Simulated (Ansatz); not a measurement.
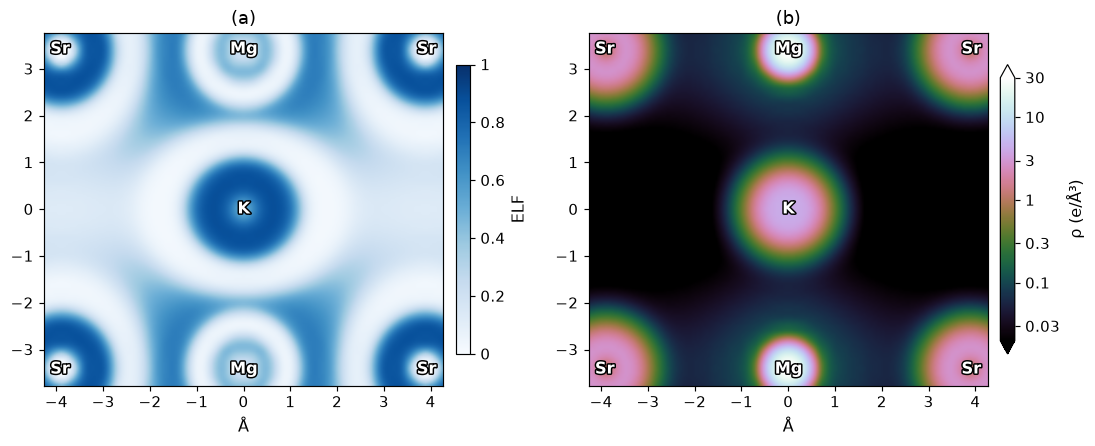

Figure. KSr3Mg. (a) electron localisation function; (b) valence charge density (pseudo) on the (100) plane of the conventional cell.

Space group P6/mmm; a structure generated by program, which may or may not match a known phase; computed without spin polarisation.

These are results of DFT PBE, scalar-relativistic, plane waves, PAW in Ansatz, not measurements.

Core electrons are frozen (PAW), and the valence fields are smoothed inside the atomic spheres.

### Interpret the plot.

Atoms in the plane: K, Sr and Mg. K–Mg (3.42 Å): ρ at the midpoint is about 0.05 e/Å³; the ELF is about 0.15 at the midpoint; no shared electron pair shows on this line. Sr–Mg (3.92 Å): the density is about 0.06 e/Å³ at the midpoint; the ELF peaks at about 0.70 between the atoms. Between the atoms the lowest density in this plane is 0.006 e/Å³. The features right at K and Sr lie inside the PAW spheres, where the map follows smoothed inner orbitals and isn't to be read closely.
